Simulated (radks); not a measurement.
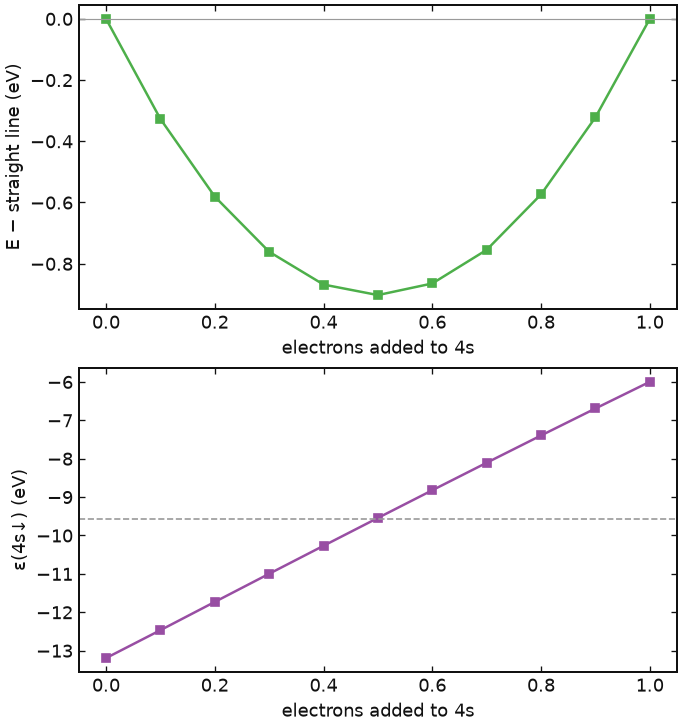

The occupation of the 4s shell is varied from Zn⁺ ([Ar] 3d10 4s1 (high spin)) to Zn ([Ar] 3d10 4s2), with spherical fractional occupations. The plot shows the total energy less the straight line between the end points, and the eigenvalue of 4s↓ (the dashed line is minus the energy to take the whole electron out). The values are computed.

> Was this Hartree-Fock or a semilocal functional, and how does the plot tell?

It was a semilocal functional (LDA, GGA or meta-GGA): scalar-relativistic Kohn-Sham, PBEsol, spin-polarised, spherical densities, finite nucleus, computed with the in-house radial solver radks. The curve is convex (below the straight line), with the largest deviation among the points computed, −0.90 eV, at 0.5. The end points differ by 9.56 eV, the energy to take the electron out. The eigenvalue, which is the slope of the energy (Janak's theorem), moves from −13.2 eV at 0 to −6.00 eV at 1; for a straight line it would stay constant, and a parabola would sag by an eighth of this change, scaled to a whole electron, 0.90 eV. Convexity is the delocalisation error: fractional charges are too low in energy. For an s shell Hartree-Fock would as a rule bend the other way.
